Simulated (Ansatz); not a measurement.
# SiP2 (triplet): trial inputs and their diagnosis

4 inputs are run for SiP2 (triplet) as typed; the log has to tell whether the result can be used and what must change.

Method: the settings change from run to run; program: Ansatz 0.2.0, Gaussian basis.

15 further runs of the same task are left out: 4 that didn't finish, 11 set aside as unsound or not needed. Runs told in other sessions of the task aren't counted.

## (1) The geometry

The geometry is a PBE0/def2-TZVP stationary point (not a proven minimum) of the parent state, kept for this charge and spin.

3 atoms, charge 0, spin multiplicity 3.

Atoms are counted from 1 here; the program's logs count them from 0.

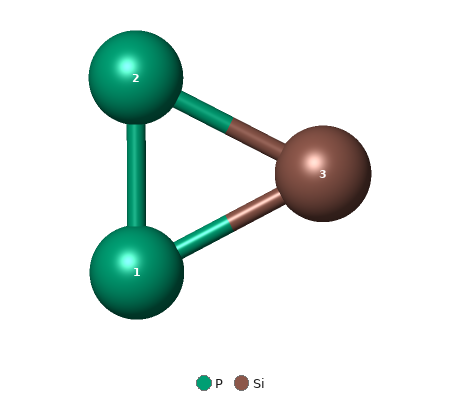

The structure; phosphorus teal, silicon brown; atoms are numbered from 1 in the order of the file.

## (2) Attempt 1

in.yaml

```yaml
crystal:
  periodic: [false, false, false]
  atoms:
    - {symbol: P, position_ang: [0.000000, -1.025294, 0.613145]}
    - {symbol: P, position_ang: [0.000000, 1.025294, 0.613145]}
    - {symbol: Si, position_ang: [0.000000, 0.000000, -1.352400]}
basis:
  gaussian: {orbitals: cc-pVDZ}
magnetization: {spin_polarized: false, initial_magnetization: 2}
correlation: {method: sc_nevpt2, electrons: valence, active_space: {window: {electrons: 2, orbitals: 3}, states: [{multiplicity: 3, weights: [1, 1, 0.5, 0.5]}]}}
output: {forces: true}
```

The run is started by

```console
$ ansatz run in.yaml --threads 1 --pin off --events-out ev --progress --plain --max-ram 2393MiB
```

Standard output:

```text
Functional definition: HF
  name "HF"
  cite "Fock, Z. Phys. 61, 126 (1930) doi:10.1007/BF01340294"
  parent pbe
  exchange = exact_x
  correlation = 0
1049 factors; integrals over basis functions are off by at most 1.4e-7 eV
mean field evaluation 1: about -26402.8511 eV, gradient 9.5e0 eV
mean field evaluation 2: about -26403.3122 eV, gradient 1.0e1 eV
mean field evaluation 4: about -26403.9525 eV, gradient 1.9e0 eV
mean field evaluation 8: about -26403.9861 eV, gradient 1.7e-1 eV
mean field evaluation 16: about -26403.9865 eV, gradient 2.7e-6 eV
mean field evaluation 32: about -26402.9762 eV, gradient 1.0e0 eV
mean field evaluation 64: about -26403.3290 eV, gradient 6.5e-1 eV
mean field evaluation 96: about -26403.9706 eV, gradient 2.1e-1 eV
mean field evaluation 128: about -26403.8181 eV, gradient 1.2e0 eV
mean field evaluation 160: about -26403.9664 eV, gradient 6.7e-1 eV
mean field evaluation 192: about -26403.1357 eV, gradient 1.2e0 eV
mean field evaluation 224: about -26403.2552 eV, gradient 4.1e-6 eV
mean field -26403.98646764 eV, -970.3286054208 hartree, gradient 2.6e-6 eV, S^2 2.000000; 20 other end points of the search recorded, 0 dependent functions left out
reference -26403.98646764 eV, -970.3286054208 hartree; 23, 21 occupied and 31, 33 virtual orbitals, 1049 factors
Error: 4 states are sought, and the space of determinants holds 3 states of this symmetry and spin
```

It took 7.5 s on 1 thread of Arm Neoverse V1, shared host.

What is wrong: The run stopped with an error. It says: «4 states are sought, and the space of determinants holds 3 states of this symmetry and spin». Cure: ask for fewer states or enlarge the space.

## (3) Attempt 2

in.yaml

```yaml
crystal:
  periodic: [false, false, false]
  atoms:
    - {symbol: P, position_ang: [0.000000, -1.025294, 0.613145]}
    - {symbol: P, position_ang: [0.000000, 1.025294, 0.613145]}
    - {symbol: Si, position_ang: [0.000000, 0.000000, -1.352400]}
basis:
  gaussian: {orbitals: cc-pVDZ, fitting: {mean_field: def2-universal-jkfit}}
magnetization: {spin_polarized: false, initial_magnetization: 2}
correlation: {method: sc_nevpt2, electrons: outside_noble_gas, active_space: {window: {electrons: 4, orbitals: 3}, states: [{multiplicity: 3, weights: [0.5, 1, 1, 1]}]}}
output: {forces: true}
```

Same command.

Standard output:

```text
Functional definition: HF
  name "HF"
  cite "Fock, Z. Phys. 61, 126 (1930) doi:10.1007/BF01340294"
  parent pbe
  exchange = exact_x
  correlation = 0
384 factors; integrals over basis functions are off by at most 1.6e-2 eV
mean field evaluation 1: about -26403.3757 eV, gradient 9.8e0 eV
mean field evaluation 2: about -26403.8184 eV, gradient 5.3e0 eV
mean field evaluation 4: about -26403.9815 eV, gradient 3.3e-1 eV
mean field evaluation 8: about -26401.9623 eV, gradient 1.3e1 eV
mean field evaluation 16: about -26403.0060 eV, gradient 2.4e-5 eV
mean field evaluation 32: about -26403.8031 eV, gradient 3.2e0 eV
mean field evaluation 64: about -26403.9824 eV, gradient 1.4e-1 eV
mean field evaluation 96: about -26403.2489 eV, gradient 5.5e-1 eV
mean field -26403.98314982 eV, -970.3284834934 hartree, gradient 7.7e-7 eV, S^2 2.000000; 19 other end points of the search recorded, 0 dependent functions left out
reference -26403.98314982 eV, -970.3284834934 hartree; 23, 21 occupied and 31, 33 virtual orbitals, 384 factors
Error: 4 states are sought, and the space of determinants holds 3 states of this symmetry and spin
```

It took 4.4 s on 1 thread of Arm Neoverse V1, shared host.

What is wrong: The run stopped with an error. It says: «4 states are sought, and the space of determinants holds 3 states of this symmetry and spin». Cure: ask for fewer states or enlarge the space.

## (4) Attempt 3

in.yaml

```yaml
crystal:
  periodic: [false, false, false]
  atoms:
    - {symbol: P, position_ang: [0.000000, -1.025294, 0.613145]}
    - {symbol: P, position_ang: [0.000000, 1.025294, 0.613145]}
    - {symbol: Si, position_ang: [0.000000, 0.000000, -1.352400]}
basis:
  gaussian: {orbitals: cc-pVDZ}
magnetization: {spin_polarized: false, initial_magnetization: 2}
correlation: {method: ccsd_t, frozen_orbitals: {P: 20}}
output: {forces: true}
```

Launched as before.

Standard output:

```text
Functional definition: HF
  name "HF"
  cite "Fock, Z. Phys. 61, 126 (1930) doi:10.1007/BF01340294"
  parent pbe
  exchange = exact_x
  correlation = 0
Error: "frozen_orbitals" has no count for Si
```

Run time: 0.03 s. Hardware: 1 thread of Arm Neoverse V1, shared host.

What is wrong: The run was refused. The frozen-orbital counts are incomplete or too large. Fix: leave frozen_orbitals out, or give each element a count that its core has.

## (5) Attempt 4

in.yaml

```yaml
crystal:
  periodic: [false, false, false]
  atoms:
    - {symbol: P, position_ang: [0.000000, -1.025294, 0.613145]}
    - {symbol: P, position_ang: [0.000000, 1.025294, 0.613145]}
    - {symbol: Si, position_ang: [0.000000, 0.000000, -1.352400]}
basis:
  gaussian: {orbitals: cc-pVDZ}
magnetization: {spin_polarized: true, initial_magnetization: 8}
hamiltonian: {xc: {name: PBE0}}
correlation: {method: ccsd_t, electrons: outside_noble_gas}
scf: {lower_state_search: off}
output: {forces: true}
```

The command is unchanged.

Standard output, shortened:

```text
Functional definition: PBE0
  name "PBE0"
  cite "Adamo & Barone, J. Chem. Phys. 110, 6158 (1999) doi:10.1063/1.478522"
  cite "Perdew, Burke & Ernzerhof, Phys. Rev. Lett. 77, 3865 (1996) doi:10.1103/PhysRevLett.77.3865"
  parent pbe
[...]
570 factors; integrals over basis functions are off by at most 1.2e-3 eV
[...]
mean field -26429.55781815 eV, -971.2683352195 hartree, gradient 3.0e-6 eV, S^2 20.006405; 0 other end points of the search recorded, 0 dependent functions left out
15 core orbitals not correlated: weight in the atoms' cores, before any rotation towards them, 1.000 or more for the frozen orbitals, at most 0.000 for the correlated occupied ones
reference -26393.16606379 eV, -969.9309629137 hartree; 11, 3 occupied and 28, 36 virtual orbitals, 570 factors
second order -6.03897992 eV of doubles, -0.15315938 eV of singles
cycle   1  -6.65118800 eV  change   -4.6e-1 eV  update   6.9e-2
[...]
cycle  15  -6.88985656 eV  change    9.7e-8 eV  update   1.3e-7
perturbative correction -0.27990277 eV, -0.0102862370 hartree
[...]
Total energy: -26400.33582311 eV, -970.1944467091 hartree
Atom 0 at     0.000000    -1.025294     0.613145 Å, force     0.000000   -12.979154     3.555795 eV/Å
Atom 1 at     0.000000     1.025294     0.613145 Å, force    -0.000000    12.979153     3.555795 eV/Å
Atom 2 at     0.000000     0.000000    -1.352400 Å, force    -0.000000     0.000000    -7.111591 eV/Å
Dipole moment:     0.000000    -0.000000     0.341918 e Å
Checks for a lower state left out: starts, cluster_reference, orbital_swaps, neighbouring_geometries, increment
```

Wall time 9.5 s (1 thread of Arm Neoverse V1, shared host).

Diagnosis: The run converged, which proves nothing about the input. Far too many unpaired electrons are asked for. Its energy belongs to the state of multiplicity 9, not to the triplet that was meant. To mend it, set initial_magnetization to that of the wanted state.

## (6) Summary

| attempt | level | ended | cause | time |
| --- | --- | --- | --- | --- |
| 1 | NEVPT2(2,3)/cc-pVDZ | stopped by an error | 4 states are sought, and the space of determinants holds 3 states of this symmetry and spin | 7.5 s |
| 2 | NEVPT2(4,3)/cc-pVDZ | stopped by an error | 4 states are sought, and the space of determinants holds 3 states of this symmetry and spin | 4.4 s |
| 3 | CCSD(T) on ROHF/cc-pVDZ | refused | the frozen-orbital counts are incomplete or too large | 0.03 s |
| 4 | CCSD(T)/cc-pVDZ | converged | far too many unpaired electrons are asked for | 9.5 s |

2 stopped by an error, 1 refused, 1 converged. The input that converges on a wrong geometry or spin is the dangerous one: no error points at it, so geometry and ⟨S²⟩ have to be checked.
